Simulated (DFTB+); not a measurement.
# Run report: C2H9NSi2, geometry relaxation (part 1 of 2)

The run: geometry relaxation of C2H9NSi2, SMILES C[SiH2]N=C[SiH3]. Method and program: GFN1-xTB, R-SCC, dispersion built in (DFTB+ 25.1).

The run did not end well. The geometry: force field.

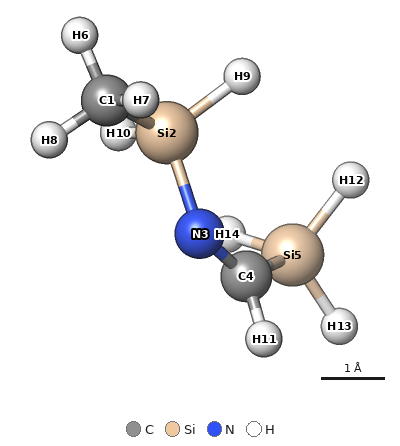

*The starting structure (ball-and-stick view, seen at a tilt; atoms are numbered from 1 in the order of the input).*

Bond lengths as drawn: C–H 1.09 to 1.14 Å, C–N 1.36 Å, C–Si 1.77 to 1.81 Å, H–Si 1.44 to 1.52 Å and N–Si 1.74 Å.

**What the run reported**

```tsv
quantity	value
outcome	not converged
Mermin free energy	−15.981929 hartree
basis functions	48
largest force	0.001 eV/Å
HOMO	−10.76 eV
LUMO	−8.70 eV
dipole moment	3.24 D
hardware	1 thread of Intel Xeon @ 2.50GHz (Skylake/Cascade Lake), 32 GiB of memory available, shared host
wall time	13 s
peak memory	0.073 GiB
```

**What went wrong**

Settings chosen away from the usual ones: gtol. The run did not converge. Its last values are not results.

**The input (dftb_in.hsd)**
```
# GFN1-XTB geometry optimisation
Geometry = GenFormat {
  14 C
  C Si N H
     1  1     -1.892100      1.891000      0.218500
     2  2     -0.420700      0.911800      0.313400
     3  3     -0.742900     -0.533000     -0.602800
     4  1      0.226500     -1.483000     -0.736000
     5  2      1.911000     -1.740700     -0.123100
     6  4     -1.828300      2.890200      0.757000
     7  4     -2.778100      1.412600      0.628600
     8  4     -2.140400      2.208000     -0.837300
     9  4     -0.097800      0.548600      1.752400
    10  4      0.756700      1.600500     -0.256900
    11  4     -0.186600     -2.355800     -1.315300
    12  4      1.982500     -1.717900      1.398000
    13  4      2.407400     -3.010100     -0.584500
    14  4      2.789900     -0.651500     -0.583200
}

Driver = GeometryOptimisation {
  Optimiser = Rational {}
  MaxSteps = 200
  Convergence = {
    GradElem = 1e-05
  }
  AppendGeometries = Yes
}

Hamiltonian = xTB {
  Method = "GFN1-xTB"
  SCCTolerance = 1e-08
}

Analysis = {
  PrintForces = Yes
}

Options = {
  WriteResultsTag = Yes
}

ParserOptions = {
  ParserVersion = 14
}
```

Launch command:
```bash
dftb+ > run.log
```

**Log**
```
|  DFTB+ development version (commit: a23bfb2)

Reading input file 'dftb_in.hsd'
Parser version: 14

--------------------------------------------------------------------------------

Processed input in HSD format written to 'dftb_pin.hsd'

Starting initialization...
--------------------------------------------------------------------------------
OpenMP threads:              1
Chosen random seed:          1040098907
Current stacksize:           unlimited
Mode:                        Geometry optimisation relaxation
Self consistent charges:     Yes
SCC-tolerance:                 0.100000E-07
Max. scc iterations:                    100
Shell resolved Hubbard:      Yes
Spin polarisation:           No
Nr. of up electrons:            15.000000
Nr. of down electrons:          15.000000
Periodic boundaries:         No
Electronic solver:           Relatively robust
Mixer:                       Broyden mixer
Mixing parameter:                  0.200000
Nr. of chrg. vec. in memory:            100
Max. SCC-cycles:                        100
Max. nr. of geometry steps:             200
tblite library version:      0.3.0
-> parametrization:          GFN1-xTB
-> repulsion:                Yes
-> dispersion:               Yes
-> halogen bonding:          Yes
-> electrostatics:           Yes
   -> isotropic:             Yes
   -> anisotropic:           No
   -> third-order:           Yes
Electronic temperature:              0.950045E-03 H      0.258520E-01 eV
Initial charges:             Set automatically (system chrg:   0.000E+00)
Included shells:             C:  s, p
                            Si:  s, p, d
                             N:  s, p
                             H:  s, s2
Extra options:
                             Mulliken analysis
                             Force calculation
Force type                   original

--------------------------------------------------------------------------------

***  Geometry step: 0

 iSCC Total electronic   Diff electronic      SCC error
    1   -0.15966619E+02    0.00000000E+00    0.14586430E+01
    2   -0.16094184E+02   -0.15966619E+02    0.94615070E+00
    3   -0.16103391E+02   -0.12756545E+00    0.59030101E+00
    4   -0.16103816E+02   -0.92066319E-02    0.20790994E+00
    5   -0.16107221E+02   -0.42476282E-03    0.18110786E+00
    6   -0.16112400E+02   -0.34049825E-02    0.31206854E-01
    7   -0.16112575E+02   -0.51797648E-02    0.10521612E-01
    8   -0.16112601E+02   -0.17417240E-03    0.30316029E-02
    9   -0.16112603E+02   -0.26939642E-04    0.14812472E-02
   10   -0.16112603E+02   -0.16747778E-05    0.18639428E-03
   11   -0.16112603E+02   -0.32627514E-06    0.37962227E-03
   12   -0.16112603E+02    0.18023510E-07    0.18256989E-04
   13   -0.16112603E+02   -0.21074541E-07    0.10594713E-04
   14   -0.16112603E+02   -0.10451018E-09    0.17089995E-05
   15   -0.16112603E+02   -0.19621638E-10    0.24131264E-05
   16   -0.16112603E+02    0.24868996E-12    0.16546236E-05
   17   -0.16112603E+02   -0.33750780E-12    0.19941082E-06
   18   -0.16112603E+02   -0.45474735E-12    0.37359651E-07
   19   -0.16112603E+02   -0.10658141E-13    0.19678461E-07
   20   -0.16112603E+02    0.71054274E-14    0.13325185E-09

Total Energy:                      -15.9466288746 H         -433.9298 eV
Extrapolated to 0K:                -15.9466288746 H         -433.9298 eV
Total Mermin free energy:          -15.9466288746 H         -433.9298 eV
Force related energy:              -15.9466288746 H         -433.9298 eV

total energy  -1.5946629E+01 H       energy change -1.5946629E+01 H
gradient norm  1.5616605E-01 H/a0    max. gradient  8.2026337E-02 H/a0
step length    0.0000000E+00 a0      max. step      0.0000000E+00 a0

--------------------------------------------------------------------------------

***  Geometry step: 1

 iSCC Total electronic   Diff electronic      SCC error
    1   -0.16135699E+02    0.00000000E+00    0.51214468E-01
    2   -0.16135924E+02   -0.23095040E-01    0.25250187E-01
    3   -0.16135971E+02   -0.22572451E-03    0.12599691E-01
    4   -0.16135973E+02   -0.47197827E-04    0.34518527E-02
    5   -0.16135976E+02   -0.20110351E-05    0.11321993E-02
    6   -0.16135976E+02   -0.20420430E-05    0.23384423E-03
    7   -0.16135976E+02   -0.32754295E-06    0.11065038E-03
    8   -0.16135976E+02   -0.68902928E-08    0.12538360E-04
    9   -0.16135976E+02   -0.33086849E-08    0.36132720E-05
   10   -0.16135976E+02   -0.79186435E-10    0.11441556E-05
   11   -0.16135976E+02   -0.31832315E-11    0.87396323E-06
   12   -0.16135976E+02   -0.14921397E-12    0.13639450E-06
   13   -0.16135976E+02   -0.35527137E-13    0.47169566E-08

Total Energy:                      -15.9616034335 H         -434.3373 eV
Extrapolated to 0K:                -15.9616034335 H         -434.3373 eV
Total Mermin free energy:          -15.9616034335 H         -434.3373 eV
Force related energy:              -15.9616034335 H         -434.3373 eV

total energy  -1.5961603E+01 H       energy change -1.4974559E-02 H
gradient norm  5.2209491E-02 H/a0    max. gradient  2.0146104E-02 H/a0
step length    1.5253265E-01 a0      max. step      8.0117895E-02 a0

--------------------------------------------------------------------------------

***  Geometry step: 2

 iSCC Total electronic   Diff electronic      SCC error
    1   -0.16142932E+02    0.00000000E+00    0.14484504E-01
    2   -0.16142962E+02   -0.69559670E-02    0.86170395E-02
    3   -0.16142973E+02   -0.30158235E-04    0.28372217E-02
    4   -0.16142974E+02   -0.11285185E-04    0.13022866E-02
    5   -0.16142974E+02   -0.55498207E-06    0.31481866E-03
    6   -0.16142974E+02   -0.15576765E-06    0.14490154E-03
    7   -0.16142974E+02   -0.10985538E-07    0.44850653E-04
    8   -0.16142974E+02   -0.16516921E-08    0.14542801E-04
    9   -0.16142974E+02   -0.28852298E-09    0.32391675E-05
   10   -0.16142974E+02   -0.48391513E-10    0.51391661E-06
   11   -0.16142974E+02   -0.33395509E-12    0.18399645E-06
   12   -0.16142974E+02   -0.60396133E-13    0.88886526E-07
   13   -0.16142974E+02    0.71054274E-14    0.62726144E-08

Total Energy:                      -15.9643197705 H         -434.4112 eV
Extrapolated to 0K:                -15.9643197705 H         -434.4112 eV
Total Mermin free energy:          -15.9643197705 H         -434.4112 eV
Force related energy:              -15.9643197705 H         -434.4112 eV

total energy  -1.5964320E+01 H       energy change -2.7163369E-03 H
gradient norm  2.8931131E-02 H/a0    max. gradient  1.5289766E-02 H/a0
step length    7.8690512E-02 a0      max. step      3.1521920E-02 a0

--------------------------------------------------------------------------------

***  Geometry step: 3

 iSCC Total electronic   Diff electronic      SCC error
    1   -0.16145268E+02    0.00000000E+00    0.54003014E-02
    2   -0.16145276E+02   -0.22936427E-02    0.40437803E-02
    3   -0.16145280E+02   -0.81899713E-05    0.19252867E-02
    4   -0.16145280E+02   -0.38496641E-05    0.47826121E-03
    5   -0.16145280E+02   -0.19219210E-06    0.13393003E-03
    6   -0.16145280E+02   -0.23887168E-07    0.68057753E-04
    7   -0.16145280E+02   -0.93746166E-09    0.16011520E-04
    8   -0.16145280E+02   -0.15954882E-09    0.91773786E-05
    9   -0.16145280E+02   -0.37271519E-10    0.28575434E-05
   10   -0.16145280E+02   -0.17529089E-10    0.82229142E-06
   11   -0.16145280E+02   -0.56843419E-12    0.12557704E-06
   12   -0.16145280E+02   -0.10658141E-12    0.11325358E-07
   13   -0.16145280E+02   -0.35527137E-14    0.35634333E-08

Total Energy:                      -15.9654768938 H         -434.4427 eV
Extrapolated to 0K:                -15.9654768938 H         -434.4427 eV
Total Mermin free energy:          -15.9654768938 H         -434.4427 eV
Force related energy:              -15.9654768938 H         -434.4427 eV

total energy  -1.5965477E+01 H       energy change -1.1571233E-03 H
gradient norm  2.4572629E-02 H/a0    max. gradient  1.0447869E-02 H/a0
step length    6.2624592E-02 a0      max. step      2.6777226E-02 a0

--------------------------------------------------------------------------------

***  Geometry step: 4

 iSCC Total electronic   Diff electronic      SCC error
    1   -0.16146750E+02    0.00000000E+00    0.46119247E-02
    2   -0.16146753E+02   -0.14705239E-02    0.36005171E-02
    3   -0.16146755E+02   -0.29988941E-05    0.11490300E-02
    4   -0.16146755E+02   -0.15311392E-05    0.52145052E-03
    5   -0.16146755E+02   -0.16659778E-06    0.12559531E-03
    6   -0.16146755E+02   -0.15037752E-07    0.50335728E-04
    7   -0.16146755E+02   -0.16280417E-08    0.12681826E-04
    8   -0.16146755E+02   -0.26655300E-09    0.72162619E-05
    9   -0.16146755E+02   -0.26481928E-10    0.17638440E-05
   10   -0.16146755E+02   -0.99475983E-11    0.59982916E-06
   11   -0.16146755E+02   -0.47961635E-12    0.68628033E-07
   12   -0.16146755E+02   -0.39079850E-13    0.48201134E-08

Total Energy:                      -15.9664983416 H         -434.4705 eV
Extrapolated to 0K:                -15.9664983416 H         -434.4705 eV
Total Mermin free energy:          -15.9664983416 H         -434.4705 eV
Force related energy:              -15.9664983416 H         -434.4705 eV

total energy  -1.5966498E+01 H       energy change -1.0214478E-03 H
gradient norm  2.5757592E-02 H/a0    max. gradient  1.0094132E-02 H/a0
step length    7.4660812E-02 a0      max. step      3.7260148E-02 a0

--------------------------------------------------------------------------------

***  Geometry step: 5

 iSCC Total electronic   Diff electronic      SCC error
    1   -0.16147372E+02    0.00000000E+00    0.60484710E-02
    2   -0.16147373E+02   -0.61653669E-03    0.44351184E-02
    3   -0.16147374E+02   -0.12159105E-05    0.13902650E-02
    4   -0.16147374E+02   -0.68989744E-06    0.46013941E-03
    5   -0.16147374E+02   -0.78935873E-07    0.16152566E-03
    6   -0.16147374E+02   -0.14405789E-07    0.46421778E-04
    7   -0.16147374E+02   -0.30631142E-08    0.19620400E-04
    8   -0.16147374E+02   -0.64250827E-10    0.43317437E-05
    9   -0.16147374E+02   -0.31114666E-10    0.60874029E-06
   10   -0.16147374E+02   -0.38191672E-11    0.12217772E-06
   11   -0.16147374E+02   -0.81712415E-13    0.26165302E-07
   12   -0.16147374E+02   -0.71054274E-14    0.16799092E-07
   13   -0.16147374E+02    0.00000000E+00    0.23738498E-08

Total Energy:                      -15.9677301287 H         -434.5040 eV
Extrapolated to 0K:                -15.9677301287 H         -434.5040 eV
Total Mermin free energy:          -15.9677301287 H         -434.5040 eV
Force related energy:              -15.9677301287 H         -434.5040 eV

total energy  -1.5967730E+01 H       energy change -1.2317871E-03 H
gradient norm  2.6657184E-02 H/a0    max. gradient  1.1494245E-02 H/a0
step length    1.0996607E-01 a0      max. step      6.0615335E-02 a0

--------------------------------------------------------------------------------

***  Geometry step: 6

 iSCC Total electronic   Diff electronic      SCC error
    1   -0.16147269E+02    0.00000000E+00    0.73511132E-02
    2   -0.16147273E+02    0.10424396E-03    0.48342538E-02
    3   -0.16147274E+02   -0.36030739E-05    0.22606248E-02
    4   -0.16147274E+02   -0.90502920E-06    0.45309403E-03
    5   -0.16147274E+02   -0.14086193E-06    0.10995748E-03
    6   -0.16147274E+02   -0.34703248E-07    0.54740508E-04
    7   -0.16147274E+02   -0.30341312E-08    0.24567429E-04
    8   -0.16147274E+02   -0.22644286E-09    0.97928344E-05
    9   -0.16147274E+02   -0.13937296E-10    0.13227581E-05
   10   -0.16147274E+02   -0.76951778E-11    0.39796658E-06
   11   -0.16147274E+02   -0.38724579E-12    0.45112262E-07
   12   -0.16147274E+02   -0.28421709E-13    0.25794320E-07
   13   -0.16147274E+02   -0.71054274E-14    0.18917512E-08

Total Energy:                      -15.9688795101 H         -434.5353 eV
Extrapolated to 0K:                -15.9688795101 H         -434.5353 eV
Total Mermin free energy:          -15.9688795101 H         -434.5353 eV
Force related energy:              -15.9688795101 H         -434.5353 eV

total energy  -1.5968880E+01 H       energy change -1.1493814E-03 H
gradient norm  2.3848251E-02 H/a0    max. gradient  9.6802878E-03 H/a0
step length    1.2222274E-01 a0      max. step      7.1241325E-02 a0

--------------------------------------------------------------------------------

***  Geometry step: 7

 iSCC Total electronic   Diff electronic      SCC error
    1   -0.16147474E+02    0.00000000E+00    0.67735799E-02
    2   -0.16147480E+02   -0.19959016E-03    0.46139682E-02
    3   -0.16147481E+02   -0.59433647E-05    0.26452347E-02
    4   -0.16147481E+02   -0.15677084E-05    0.44779798E-03
    5   -0.16147481E+02   -0.18857958E-06    0.12305293E-03
    6   -0.16147481E+02   -0.34567460E-07    0.61315730E-04
    7   -0.16147481E+02   -0.89582741E-09    0.23736438E-04
    8   -0.16147481E+02   -0.14675550E-09    0.47813730E-05
    9   -0.16147481E+02   -0.38028247E-10    0.17693053E-05
   10   -0.16147481E+02   -0.29274361E-11    0.63604582E-06
   11   -0.16147481E+02   -0.37303494E-12    0.77007203E-07
   12   -0.16147481E+02   -0.92370556E-13    0.36156020E-07
   13   -0.16147481E+02    0.35527137E-14    0.62437774E-08

Total Energy:                      -15.9697018066 H         -434.5577 eV
Extrapolated to 0K:                -15.9697018066 H         -434.5577 eV
Total Mermin free energy:          -15.9697018066 H         -434.5577 eV
Force related energy:              -15.9697018066 H         -434.5577 eV

total energy  -1.5969702E+01 H       energy change -8.2229647E-04 H
gradient norm  1.8933208E-02 H/a0    max. gradient  6.5332455E-03 H/a0
step length    1.0612308E-01 a0      max. step      6.3406533E-02 a0

--------------------------------------------------------------------------------

***  Geometry step: 8

 iSCC Total electronic   Diff electronic      SCC error
    1   -0.16148461E+02    0.00000000E+00    0.58956089E-02
    2   -0.16148464E+02   -0.97912038E-03    0.49168433E-02
    3   -0.16148465E+02   -0.37187759E-05    0.21109651E-02
    4   -0.16148465E+02   -0.84954834E-06    0.34787976E-03
    5   -0.16148465E+02   -0.19949003E-06    0.14765532E-03
    6   -0.16148465E+02   -0.80939060E-08    0.31165935E-04
    7   -0.16148465E+02   -0.10034746E-08    0.17367651E-04
    8   -0.16148465E+02   -0.18841462E-09    0.91893458E-05
    9   -0.16148465E+02   -0.28492764E-10    0.22625449E-05
   10   -0.16148465E+02   -0.93720587E-11    0.39634255E-06
   11   -0.16148465E+02   -0.30198066E-12    0.46798623E-07
   12   -0.16148465E+02   -0.21316282E-13    0.25903823E-07
   13   -0.16148465E+02    0.10658141E-13    0.43116322E-08

Total Energy:                      -15.9701982302 H         -434.5712 eV
Extrapolated to 0K:                -15.9701982302 H         -434.5712 eV
Total Mermin free energy:          -15.9701982302 H         -434.5712 eV
Force related energy:              -15.9701982302 H         -434.5712 eV

total energy  -1.5970198E+01 H       energy change -4.9642362E-04 H
gradient norm  1.5337177E-02 H/a0    max. gradient  5.4810635E-03 H/a0
step length    7.3296456E-02 a0      max. step      4.2840400E-02 a0

--------------------------------------------------------------------------------

***  Geometry step: 9

 iSCC Total electronic   Diff electronic      SCC error
    1   -0.16149734E+02    0.00000000E+00    0.55858168E-02
    2   -0.16149738E+02   -0.12689593E-02    0.44936513E-02
    3   -0.16149739E+02   -0.35451529E-05    0.16719394E-02
    4   -0.16149739E+02   -0.89342705E-06    0.38458821E-03
    5   -0.16149739E+02   -0.17658626E-06    0.13354993E-03
    6   -0.16149739E+02   -0.89095664E-08    0.63227428E-04
    7   -0.16149739E+02   -0.11810783E-08    0.19773259E-04
    8   -0.16149739E+02   -0.22626878E-09    0.71358035E-05
    9   -0.16149739E+02   -0.10587087E-10    0.13972224E-05
   10   -0.16149739E+02   -0.13418600E-10    0.32785214E-06
   11   -0.16149739E+02   -0.10089707E-11    0.52103982E-07
   12   -0.16149739E+02   -0.10658141E-13    0.27952455E-07
   13   -0.16149739E+02   -0.35527137E-14    0.54589214E-08

Total Energy:                      -15.9705944111 H         -434.5820 eV
Extrapolated to 0K:                -15.9705944111 H         -434.5820 eV
Total Mermin free energy:          -15.9705944111 H         -434.5820 eV
Force related energy:              -15.9705944111 H         -434.5820 eV

total energy  -1.5970594E+01 H       energy change -3.9618085E-04 H
gradient norm  1.3958458E-02 H/a0    max. gradient  5.7088614E-03 H/a0
step length    6.7455245E-02 a0      max. step      3.6338452E-02 a0
```
